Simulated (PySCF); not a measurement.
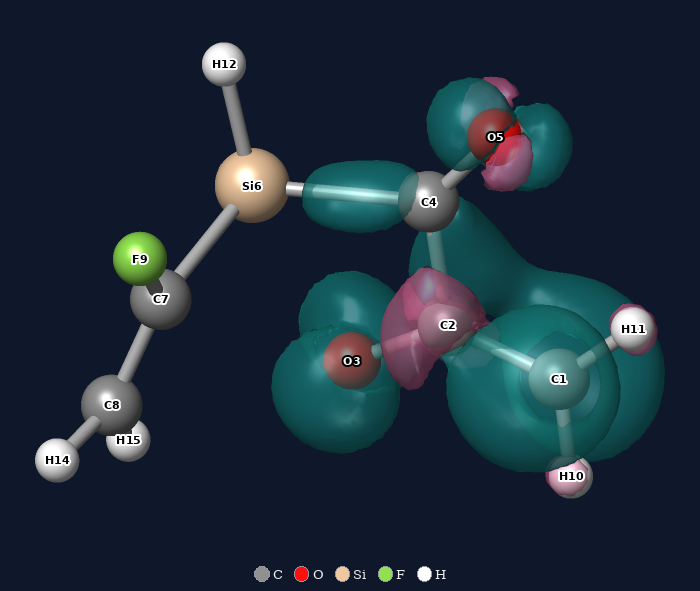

The picture shows: C₅H₆FO₂Si (SMILES [CH2]C(=O)C(=O)[SiH2]C(=C)F) (doublet). Isosurfaces of the spin density at +0.02 (teal) and −0.02 e/Å³ (pink), seen across its widest extent.

Geometry: GFN2-xTB.

Level of theory: PySCF 2.14.0, density-fitted response routines, UKS B3LYP, pcH-1 on C F H O Si, non-relativistic, mean-field spin-orbit, GIAO.

```xyz
15

C    -2.6539   -0.4240   -0.5791
C    -1.5055   -0.1335    0.0761
O    -0.7250   -0.8218    0.7806
C    -0.9572    1.2681   -0.1508
O    -1.4014    2.2090   -0.7079
Si    0.7379    0.9751    0.8409
C     1.8407   -0.1455   -0.2141
C     2.1118   -1.4272   -0.0434
F     2.4651    0.5219   -1.2232
H    -2.9422   -1.4513   -0.7261
H    -3.2181    0.3466   -1.0679
H     1.3500    2.3135    0.7026
H     0.4749    0.7043    2.2429
H     2.8006   -1.9509   -0.6872
H     1.6177   -1.9762    0.7349
```

**Which atoms carry the spin?**

The unpaired spin (1 electron) lies mostly on C1 (about 0.5), O3 (about 0.3) and C2 (about 0.1), in electrons by Hirshfeld's partition.
